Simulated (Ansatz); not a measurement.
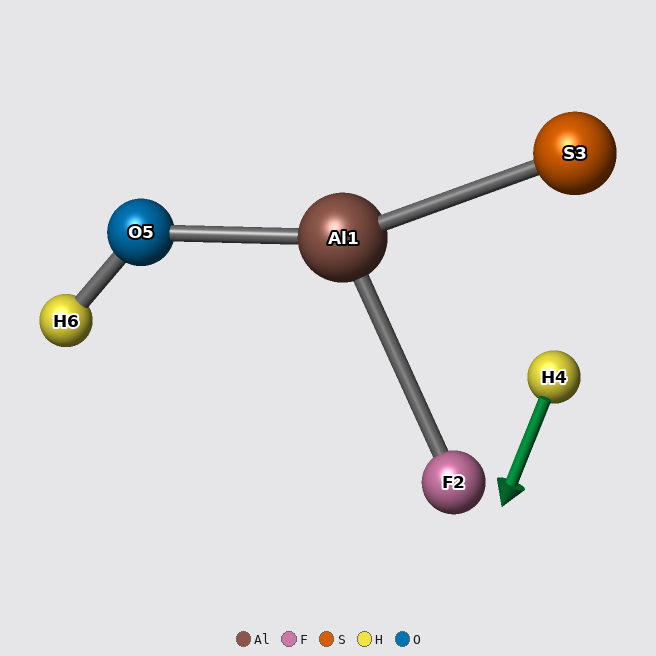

The arrows show one normal mode. Harmonic vibrations computed with RKS PBE0-D4/def2-SVP (Ansatz 0.2.0) at a stationary point of the same level. It is a saddle point of order 1.

Q: Estimate its harmonic wavenumber.

A: 1111i cm⁻¹; it is mode 1 of 12 counted from the lowest.
